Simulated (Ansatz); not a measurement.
## Molecular dynamics, with input and output: C2H5NaSi (part 4 of 4)

C2H5NaSi; RKS B3LYP-D4/6-31G (Ansatz 0.2.0). It belongs to a series of runs on one base structure; here: dynamics from the start.

Geometry of the input (Å):
```
Na -1.0640  -0.5445  -2.6268
C  -0.4037  0.4689  -0.7102
C  0.9778  0.3028  -0.0392
Si -0.4572  -0.5488  0.9217
H  -0.8237  1.4777  -0.6097
H  1.7208  -0.3260  -0.5274
H  1.4339  1.1772  0.4321
H  -0.5823  -2.0445  0.9005
H  -0.8015  0.0372  2.2590
```

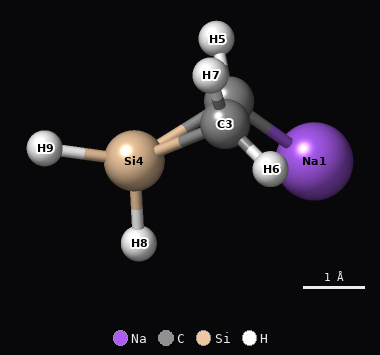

The geometry at step 211 of the log (ball-and-stick view, seen at a tilt; atoms are numbered from 1 in the order of the input).

Trajectory as extended XYZ, continued
```
9
Properties=species:S:1:pos:R:3:forces:R:3 step=115 time_fs=57.5 energy=-14445.72145 temperature=285.5
Na   -0.9530   -0.6413   -2.5510   -0.0910   0.0638  -0.0739
C    -0.3650    0.5570   -0.7290   -1.2846   1.0188   0.9702
C     0.9694    0.3569   -0.0191   -0.6400  -0.3626  -0.2678
Si   -0.4880   -0.5911    0.8870    0.2185   0.6697  -0.7421
H    -0.8431    1.5509   -0.5306    0.1222  -0.6008  -0.2564
H     1.5006   -0.2380   -0.7354    1.6808  -0.0996   0.5832
H     1.4267    1.1653    0.5920    0.0828  -0.6220  -0.7008
H    -0.7791   -2.0624    0.8481    0.2176  -0.0111   0.0135
H    -0.5631    0.0765    2.2018   -0.3063  -0.0562   0.4740
9
Properties=species:S:1:pos:R:3:forces:R:3 step=121 time_fs=60.5 energy=-14445.81671 temperature=397.4
Na   -0.9485   -0.6400   -2.5442   -0.0790   0.0675  -0.0686
C    -0.3834    0.5587   -0.7077   -1.2321   1.1347   0.7136
C     0.9641    0.3498   -0.0135   -0.3892  -0.3898  -0.6226
Si   -0.4850   -0.5911    0.8844    0.0984   0.6239  -0.3356
H    -0.8658    1.5716   -0.5586    0.3507  -0.9308  -0.1237
H     1.5239   -0.2380   -0.7250    1.2897   0.0062   0.6273
H     1.4452    1.1583    0.5671    0.0236  -0.4670  -0.4573
H    -0.7858   -2.0718    0.8340    0.2253   0.1708   0.0338
H    -0.5656    0.0758    2.2179   -0.2875  -0.2155   0.2331
9
Properties=species:S:1:pos:R:3:forces:R:3 step=128 time_fs=64.0 energy=-14445.92904 temperature=532.6
Na   -0.9436   -0.6382   -2.5366   -0.0559   0.0897  -0.0325
C    -0.4161    0.5706   -0.6763   -0.7835   0.6492   0.2765
C     0.9544    0.3380   -0.0126   -0.0331  -0.2506  -0.9348
Si   -0.4812   -0.5887    0.8801   -0.0833   0.5465   0.1740
H    -0.8888    1.5861   -0.5929    0.3773  -0.8060   0.1134
H     1.5652   -0.2379   -0.7059    0.6936   0.0877   0.5698
H     1.4672    1.1449    0.5328   -0.0874  -0.2985  -0.1714
H    -0.7913   -2.0809    0.8178    0.2188   0.3750   0.0499
H    -0.5718    0.0725    2.2393   -0.2466  -0.3929  -0.0448
9
Properties=species:S:1:pos:R:3:forces:R:3 step=134 time_fs=67.0 energy=-14445.97469 temperature=595.1
Na   -0.9395   -0.6362   -2.5301   -0.0371   0.1141   0.0110
C    -0.4506    0.5861   -0.6467   -0.1534  -0.1693  -0.1031
C     0.9457    0.3258   -0.0190    0.2315   0.0394  -0.9831
Si   -0.4781   -0.5848    0.8768   -0.2310   0.4782   0.5434
H    -0.9053    1.5912   -0.6216    0.2341  -0.3410   0.2975
H     1.6079   -0.2371   -0.6840    0.1827   0.0607   0.3684
H     1.4854    1.1303    0.5014   -0.2273  -0.1888   0.0387
H    -0.7939   -2.0854    0.8042    0.1984   0.5136   0.0602
H    -0.5795    0.0660    2.2577   -0.1979  -0.5069  -0.2329
9
Properties=species:S:1:pos:R:3:forces:R:3 step=140 time_fs=70.0 energy=-14445.94702 temperature=577.3
Na   -0.9356   -0.6338   -2.5234   -0.0252   0.1333   0.0514
C    -0.4866    0.6004   -0.6176    0.5058  -1.0246  -0.4282
C     0.9384    0.3137   -0.0325    0.4039   0.3631  -0.8173
Si   -0.4757   -0.5793    0.8752   -0.3231   0.4117   0.8012
H    -0.9200    1.5935   -0.6481    0.0483   0.2108   0.3997
H     1.6527   -0.2358   -0.6587   -0.2508  -0.0515   0.0573
H     1.5019    1.1140    0.4699   -0.3826  -0.0737   0.2171
H    -0.7949   -2.0854    0.7909    0.1670   0.6002   0.0709
H    -0.5890    0.0551    2.2742   -0.1431  -0.5692  -0.3521
9
Properties=species:S:1:pos:R:3:forces:R:3 step=147 time_fs=73.5 energy=-14445.85690 temperature=491.6
Na   -0.9310   -0.6303   -2.5154   -0.0210   0.1396   0.0811
C    -0.5244    0.6081   -0.5872    0.9911  -1.4154  -0.7853
C     0.9336    0.3029   -0.0557    0.4634   0.5712  -0.4426
Si   -0.4741   -0.5712    0.8764   -0.3121   0.3114   0.9544
H    -0.9367    1.5984   -0.6750   -0.0071   0.4358   0.4394
H     1.7027   -0.2350   -0.6284   -0.6302  -0.2344  -0.3428
H     1.5171    1.0940    0.4351   -0.5240   0.1351   0.4014
H    -0.7942   -2.0789    0.7761    0.1220   0.6242   0.0876
H    -0.6018    0.0359    2.2899   -0.0820  -0.5676  -0.3932
9
Properties=species:S:1:pos:R:3:forces:R:3 step=153 time_fs=76.5 energy=-14445.77252 temperature=408.5
Na   -0.9272   -0.6266   -2.5081   -0.0235   0.1281   0.0854
C    -0.5498    0.6041   -0.5670    1.0707  -0.9928  -1.1447
C     0.9329    0.2978   -0.0794    0.4002   0.5188  -0.0705
Si   -0.4738   -0.5632    0.8806   -0.1967   0.1894   0.9646
H    -0.9512    1.6063   -0.6942    0.1473   0.0690   0.4931
H     1.7404   -0.2364   -0.6052   -0.8674  -0.3787  -0.6347
H     1.5254    1.0779    0.4087   -0.5723   0.3925   0.5422
H    -0.7925   -2.0673    0.7640    0.0815   0.5761   0.1060
H    -0.6137    0.0140    2.2998   -0.0398  -0.5024  -0.3413
9
Properties=species:S:1:pos:R:3:forces:R:3 step=160 time_fs=80.0 energy=-14445.68064 temperature=316.9
Na   -0.9228   -0.6218   -2.4990   -0.0320   0.0950   0.0606
C    -0.5700    0.5908   -0.5537    0.9716  -0.1090  -1.5322
C     0.9357    0.2963   -0.1079    0.2296   0.2618   0.3207
Si   -0.4740   -0.5530    0.8893    0.0118   0.0467   0.8007
H    -0.9664    1.6158   -0.7114    0.4061  -0.6180   0.5960
H     1.7752   -0.2422   -0.5848   -1.0765  -0.4779  -0.8576
H     1.5289    1.0634    0.3836   -0.5404   0.7188   0.6665
H    -0.7895   -2.0475    0.7509    0.0371   0.4427   0.1270
H    -0.6282   -0.0174    2.3079   -0.0072  -0.3603  -0.1817
9
Properties=species:S:1:pos:R:3:forces:R:3 step=166 time_fs=83.0 energy=-14445.62732 temperature=265.0
Na   -0.9191   -0.6172   -2.4910   -0.0455   0.0476   0.0075
C    -0.5798    0.5780   -0.5541    0.9042   0.4344  -1.6356
C     0.9400    0.2972   -0.1303    0.0538   0.0210   0.5875
Si   -0.4743   -0.5439    0.8996    0.1932  -0.0024   0.4584
H    -0.9760    1.6188   -0.7207    0.5648  -1.0152   0.6517
H     1.7953   -0.2518   -0.5751   -1.2077  -0.4800  -0.9344
H     1.5269    1.0575    0.3679   -0.4728   0.9201   0.7019
H    -0.7866   -2.0260    0.7408    0.0037   0.2709   0.1375
H    -0.6409   -0.0481    2.3132    0.0063  -0.1965   0.0256
9
Properties=species:S:1:pos:R:3:forces:R:3 step=172 time_fs=86.0 energy=-14445.62455 temperature=268.5
Na   -0.9155   -0.6123   -2.4827   -0.0669  -0.0215  -0.0815
C    -0.5832    0.5679   -0.5661    0.9154   0.5416  -1.4112
C     0.9448    0.2983   -0.1488   -0.0931  -0.1099   0.8005
Si   -0.4740   -0.5347    0.9113    0.3330   0.0519  -0.0619
H    -0.9808    1.6131   -0.7245    0.6264  -1.0662   0.6334
H     1.8052   -0.2655   -0.5734   -1.2881  -0.4030  -0.9114
H     1.5207    1.0594    0.3581   -0.4121   0.9611   0.6354
H    -0.7835   -2.0019    0.7317   -0.0235   0.0617   0.1345
H    -0.6537   -0.0808    2.3188    0.0090  -0.0157   0.2622
9
Properties=species:S:1:pos:R:3:forces:R:3 step=179 time_fs=89.5 energy=-14445.68127 temperature=340.4
Na   -0.9116   -0.6067   -2.4735   -0.1047  -0.1334  -0.2334
C    -0.5786    0.5605   -0.5929    1.0126   0.1687  -0.8005
C     0.9495    0.2988   -0.1632   -0.1895  -0.0667   0.9850
Si   -0.4723   -0.5235    0.9249    0.4139   0.1923  -0.7299
H    -0.9796    1.5950   -0.7220    0.5770  -0.6916   0.5246
H     1.8027   -0.2861   -0.5812   -1.3038  -0.2294  -0.7752
H     1.5088    1.0720    0.3534   -0.3700   0.7770   0.4255
H    -0.7802   -1.9729    0.7224   -0.0436  -0.1967   0.1128
H    -0.6687   -0.1197    2.3284    0.0081   0.1798   0.4911
9
Properties=species:S:1:pos:R:3:forces:R:3 step=185 time_fs=92.5 energy=-14445.74822 temperature=424.6
Na   -0.9086   -0.6023   -2.4663   -0.1490  -0.2537  -0.3996
C    -0.5667    0.5555   -0.6226    1.1043  -0.3330  -0.1597
C     0.9522    0.2986   -0.1681   -0.2069   0.0759   1.0496
Si   -0.4694   -0.5132    0.9343    0.3993   0.2795  -1.1385
H    -0.9732    1.5728   -0.7149    0.4550  -0.1345   0.3987
H     1.7882   -0.3063   -0.5954   -1.2429  -0.0308  -0.5786
H     1.4950    1.0903    0.3534   -0.3312   0.4841   0.1837
H    -0.7777   -1.9493    0.7154   -0.0452  -0.3939   0.0853
H    -0.6817   -0.1519    2.3413    0.0166   0.3066   0.5591
9
Properties=species:S:1:pos:R:3:forces:R:3 step=191 time_fs=95.5 energy=-14445.80765 temperature=503.0
Na   -0.9062   -0.5989   -2.4606   -0.2044  -0.3868  -0.5861
C    -0.5466    0.5481   -0.6541    1.0812  -0.6487   0.4137
C     0.9535    0.2991   -0.1654   -0.1617   0.2010   0.9753
Si   -0.4653   -0.5019    0.9404    0.2987   0.2489  -1.2431
H    -0.9627    1.5490   -0.7042    0.3306   0.3724   0.2860
H     1.7627   -0.3269   -0.6148   -1.1098   0.1914  -0.3187
H     1.4781    1.1131    0.3550   -0.2521   0.1685  -0.0434
H    -0.7756   -1.9289    0.7091   -0.0265  -0.5340   0.0610
H    -0.6947   -0.1819    2.3590    0.0440   0.3873   0.4552
9
Properties=species:S:1:pos:R:3:forces:R:3 step=198 time_fs=99.0 energy=-14445.85330 temperature=570.6
Na   -0.9043   -0.5967   -2.4568   -0.2797  -0.5335  -0.7979
C    -0.5132    0.5337   -0.6873    0.7270  -0.4184   0.8813
C     0.9536    0.3013   -0.1536   -0.0137   0.2099   0.6935
Si   -0.4593   -0.4877    0.9429    0.0749   0.0120  -0.9599
H    -0.9465    1.5247   -0.6884    0.3005   0.5602   0.1719
H     1.7205   -0.3492   -0.6411   -0.8498   0.4452   0.0441
H     1.4554    1.1419    0.3564   -0.0840  -0.1176  -0.2210
H    -0.7733   -1.9106    0.7022    0.0237  -0.5976   0.0495
H    -0.7095   -0.2131    2.3848    0.1013   0.4399   0.1385
9
Properties=species:S:1:pos:R:3:forces:R:3 step=204 time_fs=102.0 energy=-14445.84910 temperature=581.6
Na   -0.9038   -0.5970   -2.4566   -0.3438  -0.6214  -0.9316
C    -0.4785    0.5181   -0.7096    0.1157   0.2176   1.0856
C     0.9536    0.3049   -0.1378    0.1781   0.0911   0.3428
Si   -0.4539   -0.4752    0.9419   -0.1844  -0.3403  -0.4834
H    -0.9295    1.5087   -0.6730    0.3810   0.3848   0.0570
H     1.6756   -0.3645   -0.6637   -0.5148   0.6131   0.3664
H     1.4349    1.1660    0.3556    0.1206  -0.2486  -0.2782
H    -0.7711   -1.9002    0.6968    0.0855  -0.5667   0.0572
H    -0.7215   -0.2361    2.4087    0.1620   0.4704  -0.2157
9
Properties=species:S:1:pos:R:3:forces:R:3 step=211 time_fs=105.5 energy=-14445.77272 temperature=514.5
Na   -0.9049   -0.6003   -2.4609   -0.3952  -0.6451  -0.9747
C    -0.4367    0.5019   -0.7261   -0.7467   0.9615   1.0864
C     0.9553    0.3099   -0.1160    0.3652  -0.0881  -0.0485
Si   -0.4482   -0.4619    0.9388   -0.5037  -0.8171   0.1333
H    -0.9052    1.4938   -0.6543    0.4622   0.1495  -0.0907
H     1.6171   -0.3758   -0.6863    0.0243   0.6815   0.6696
H     1.4120    1.1919    0.3517    0.4010  -0.2832  -0.2520
H    -0.7676   -1.8941    0.6909    0.1637  -0.4618   0.0792
H    -0.7339   -0.2582    2.4343    0.2291   0.5026  -0.6026
9
Properties=species:S:1:pos:R:3:forces:R:3 step=217 time_fs=108.5 energy=-14445.67031 temperature=413.7
Na   -0.9074   -0.6058   -2.4686   -0.4011  -0.5909  -0.8967
C    -0.4059    0.4949   -0.7319   -1.3485   1.2201   0.9195
C     0.9595    0.3136   -0.0973    0.3529  -0.1527  -0.2537
Si   -0.4448   -0.4530    0.9365   -0.7249  -1.1660   0.5560
H    -0.8798    1.4826   -0.6387    0.4034   0.1911  -0.1847
H     1.5664   -0.3793   -0.6998    0.5866   0.5870   0.7867
H     1.3959    1.2117    0.3459    0.6396  -0.2634  -0.1852
H    -0.7629   -1.8932    0.6866    0.2203  -0.3504   0.0993
H    -0.7425   -0.2726    2.4512    0.2719   0.5253  -0.8411
9
Properties=species:S:1:pos:R:3:forces:R:3 step=223 time_fs=111.5 energy=-14445.57477 temperature=317.6
Na   -0.9115   -0.6136   -2.4798   -0.3689  -0.4843  -0.7346
C    -0.3842    0.4964   -0.7312   -1.6142   0.9770   0.6892
C     0.9662    0.3164   -0.0800    0.1017  -0.0676  -0.2980
Si   -0.4437   -0.4476    0.9358   -0.8434  -1.3718   0.7868
H    -0.8506    1.4731   -0.6245    0.1756   0.5590  -0.2150
H     1.5200   -0.3778   -0.7068    1.1649   0.3555   0.7331
H     1.3850    1.2295    0.3385    0.8342  -0.2541  -0.1122
H    -0.7563   -1.8954    0.6831    0.2564  -0.2510   0.1130
H    -0.7489   -0.2826    2.4610    0.2936   0.5372  -0.9622
9
Properties=species:S:1:pos:R:3:forces:R:3 step=230 time_fs=115.0 energy=-14445.50424 temperature=248.2
Na   -0.9181   -0.6251   -2.4966   -0.2994  -0.3268  -0.4951
C    -0.3731    0.5065   -0.7241   -1.4513   0.1818   0.4503
C     0.9747    0.3192   -0.0623   -0.3892   0.1535  -0.2244
Si   -0.4457   -0.4465    0.9380   -0.8265  -1.3876   0.7843
H    -0.8145    1.4686   -0.6100   -0.2515   1.2968  -0.1687
H     1.4783   -0.3724   -0.7071    1.7078   0.0185   0.5235
H     1.3814    1.2477    0.3284    0.9573  -0.2939  -0.0444
H    -0.7457   -1.9008    0.6802    0.2678  -0.1759   0.1176
H    -0.7532   -0.2886    2.4620    0.2849   0.5336  -0.9432
9
Properties=species:S:1:pos:R:3:forces:R:3 step=236 time_fs=118.0 energy=-14445.50186 temperature=252.1
Na   -0.9251   -0.6365   -2.5132   -0.2317  -0.1879  -0.2903
C    -0.3750    0.5171   -0.7142   -1.1346  -0.4807   0.3170
C     0.9792    0.3228   -0.0487   -0.7375   0.2677  -0.2073
Si   -0.4501   -0.4502    0.9426   -0.6992  -1.2355   0.5868
H    -0.7852    1.4766   -0.5990   -0.5707   1.8068  -0.1094
H     1.4578   -0.3673   -0.7023    1.9295  -0.1686   0.3792
H     1.3872    1.2607    0.3192    0.9466  -0.3650  -0.0025
H    -0.7340   -1.9071    0.6788    0.2542  -0.1549   0.1139
H    -0.7543   -0.2887    2.4541    0.2433   0.5180  -0.7875
9
Properties=species:S:1:pos:R:3:forces:R:3 step=243 time_fs=121.5 energy=-14445.59579 temperature=364.9
Na   -0.9344   -0.6508   -2.5342   -0.1594  -0.0403  -0.0814
C    -0.3876    0.5256   -0.6996   -0.9199  -0.4924   0.2554
C     0.9780    0.3292   -0.0347   -0.8024   0.1469  -0.3800
Si   -0.4581   -0.4594    0.9502   -0.4675  -0.9430   0.2042
H    -0.7568    1.5054   -0.5873   -0.6410   1.6165  -0.1049
H     1.4547   -0.3629   -0.6923    1.8318  -0.1342   0.4151
H     1.4044    1.2720    0.3083    0.7850  -0.4720   0.0349
H    -0.7173   -1.9164    0.6784    0.2187  -0.1754   0.1064
H    -0.7529   -0.2831    2.4362    0.1547   0.4938  -0.4498
9
Properties=species:S:1:pos:R:3:forces:R:3 step=249 time_fs=124.5 energy=-14445.72119 temperature=514.6
Na   -0.9432   -0.6635   -2.5529   -0.1064   0.0704   0.0693
C    -0.4059    0.5294   -0.6848   -0.8437   0.1764   0.2333
C     0.9707    0.3360   -0.0254   -0.5518  -0.0958  -0.6313
Si   -0.4666   -0.4706    0.9575   -0.2330  -0.6498  -0.2002
H    -0.7380    1.5455   -0.5781   -0.5058   0.7702  -0.1499
H     1.4691   -0.3603   -0.6796    1.4867   0.0574   0.5744
H     1.4268    1.2774    0.2992    0.5240  -0.5868   0.0584
H    -0.7007   -1.9261    0.6790    0.1758  -0.2163   0.0995
H    -0.7503   -0.2736    2.4164    0.0540   0.4741  -0.0535
9
Properties=species:S:1:pos:R:3:forces:R:3 step=255 time_fs=127.5 energy=-14445.81586 temperature=633.6
Na   -0.9526   -0.6761   -2.5715   -0.0610   0.1705   0.2009
C    -0.4305    0.5346   -0.6682   -0.6473   0.9215   0.1694
C     0.9595    0.3422   -0.0207   -0.1557  -0.2857  -0.8188
Si   -0.4760   -0.4839    0.9643    0.0096  -0.3400  -0.6233
H    -0.7234    1.5928   -0.5700   -0.3941  -0.2042  -0.1712
H     1.4967   -0.3572   -0.6618    0.9974   0.2555   0.6974
H     1.4539    1.2778    0.2904    0.1776  -0.7153   0.0773
H    -0.6823   -1.9379    0.6805    0.1232  -0.2576   0.0910
H    -0.7471   -0.2598    2.3958   -0.0497   0.4552   0.3773
9
Properties=species:S:1:pos:R:3:forces:R:3 step=262 time_fs=131.0 energy=-14445.85613 temperature=696.5
Na   -0.9639   -0.6901   -2.5926   -0.0178   0.2790   0.3364
C    -0.4652    0.5491   -0.6471   -0.1567   1.2990   0.0171
C     0.9449    0.3469   -0.0224    0.2680  -0.3159  -0.8139
Si   -0.4870   -0.5010    0.9699    0.2714   0.0448  -1.0348
H    -0.7105    1.6462   -0.5624   -0.3955  -0.9823  -0.1203
H     1.5400   -0.3506   -0.6331    0.3801   0.3531   0.6463
H     1.4878    1.2702    0.2809   -0.2607  -0.8189   0.1108
H    -0.6593   -1.9546    0.6833    0.0510  -0.2782   0.0773
H    -0.7439   -0.2385    2.3758   -0.1397   0.4195   0.7809
9
Properties=species:S:1:pos:R:3:forces:R:3 step=268 time_fs=134.0 energy=-14445.84442 temperature=699.1
Na   -0.9738   -0.7011   -2.6095    0.0097   0.3648   0.4351
C    -0.4967    0.5715   -0.6286    0.4094   1.0572  -0.1570
C     0.9341    0.3487   -0.0303    0.4609  -0.2072  -0.6037
Si   -0.4957   -0.5157    0.9713    0.4502   0.4027  -1.2073
H    -0.7032    1.6838   -0.5569   -0.4721  -1.2094  -0.0234
H     1.5814   -0.3418   -0.6022   -0.0913   0.2830   0.4123
H     1.5149    1.2560    0.2737   -0.5848  -0.7912   0.1687
H    -0.6389   -1.9717    0.6864   -0.0164  -0.2521   0.0632
H    -0.7424   -0.2160    2.3656   -0.1657   0.3521   0.9121
9
Properties=species:S:1:pos:R:3:forces:R:3 step=274 time_fs=137.0 energy=-14445.79494 temperature=658.5
Na   -0.9837   -0.7109   -2.6249    0.0282   0.4409   0.5118
C    -0.5255    0.6016   -0.6110    0.9821   0.3591  -0.3472
C     0.9264    0.3489   -0.0425    0.4578  -0.0658  -0.2687
Si   -0.5031   -0.5293    0.9690    0.5707   0.7737  -1.1547
H    -0.6999    1.7116   -0.5515   -0.5637  -1.0530   0.0942
H     1.6226   -0.3304   -0.5675   -0.4534   0.0948   0.0546
H     1.5373    1.2349    0.2679   -0.7985  -0.6075   0.2675
H    -0.6183   -1.9912    0.6902   -0.0832  -0.1735   0.0506
H    -0.7423   -0.1903    2.3630   -0.1398   0.2313   0.7917
9
Properties=species:S:1:pos:R:3:forces:R:3 step=281 time_fs=140.5 energy=-14445.67982 temperature=545.1
Na   -0.9953   -0.7203   -2.6407    0.0410   0.5113   0.5691
C    -0.5504    0.6397   -0.5936    1.5075  -0.7718  -0.5699
C     0.9214    0.3486   -0.0592    0.2722   0.0153   0.1472
Si   -0.5095   -0.5423    0.9619    0.6354   1.1526  -0.8462
H    -0.7022    1.7332   -0.5440   -0.6392  -0.5379   0.2192
H     1.6661   -0.3162   -0.5262   -0.7303  -0.1945  -0.4097
H     1.5549    1.2036    0.2642   -0.8691  -0.1936   0.4404
H    -0.5951   -2.0160    0.6952   -0.1523  -0.0116   0.0438
H    -0.7437   -0.1575    2.3683   -0.0651   0.0303   0.4062
9
Properties=species:S:1:pos:R:3:forces:R:3 step=287 time_fs=143.5 energy=-14445.54818 temperature=408.5
Na   -1.0052   -0.7264   -2.6520    0.0482   0.5521   0.5926
C    -0.5603    0.6671   -0.5830    1.7394  -1.5972  -0.7507
C     0.9192    0.3484   -0.0728    0.0791  -0.0489   0.4241
Si   -0.5130   -0.5497    0.9529    0.6319   1.3396  -0.4617
H    -0.7102    1.7466   -0.5356   -0.6450  -0.1205   0.2857
H     1.6971   -0.3056   -0.4941   -0.8811  -0.4194  -0.7593
H     1.5621    1.1746    0.2651   -0.7853   0.2753   0.6260
H    -0.5763   -2.0375    0.6999   -0.1979   0.1776   0.0482
H    -0.7455   -0.1288    2.3769    0.0106  -0.1586  -0.0049
9
Properties=species:S:1:pos:R:3:forces:R:3 step=294 time_fs=147.0 energy=-14445.42486 temperature=279.4
Na   -1.0167   -0.7309   -2.6625    0.0567   0.5767   0.5999
C    -0.5562    0.6851   -0.5774    1.6708  -1.8208  -0.9375
C     0.9175    0.3475   -0.0848   -0.0050  -0.2285   0.6158
Si   -0.5147   -0.5532    0.9406    0.5639   1.3098   0.0174
H    -0.7267    1.7607   -0.5225   -0.5407  -0.1418   0.2874
H     1.7238   -0.2977   -0.4646   -1.0081  -0.5770  -1.0433
H     1.5621    1.1437    0.2731   -0.5955   0.8009   0.8330
H    -0.5564   -2.0609    0.7060   -0.2309   0.4279   0.0651
H    -0.7475   -0.0967    2.3868    0.0888  -0.3472  -0.4377
9
Properties=species:S:1:pos:R:3:forces:R:3 step=300 time_fs=150.0 energy=-14445.38862 temperature=243.9
Na   -1.0263   -0.7324   -2.6691    0.0665   0.5825   0.5989
C    -0.5397    0.6866   -0.5798    1.2866  -1.3072  -1.0592
C     0.9160    0.3451   -0.0905    0.1552  -0.3326   0.7138
Si   -0.5142   -0.5519    0.9298    0.4538   1.0693   0.3895
H    -0.7460    1.7714   -0.5085   -0.3276  -0.6591   0.2114
H     1.7375   -0.2962   -0.4488   -1.0788  -0.6029  -1.1635
H     1.5564    1.1241    0.2878   -0.4520   1.0709   0.9310
H    -0.5413   -2.0771    0.7119   -0.2418   0.6341   0.0852
H    -0.7484   -0.0722    2.3914    0.1381  -0.4549  -0.7071
```
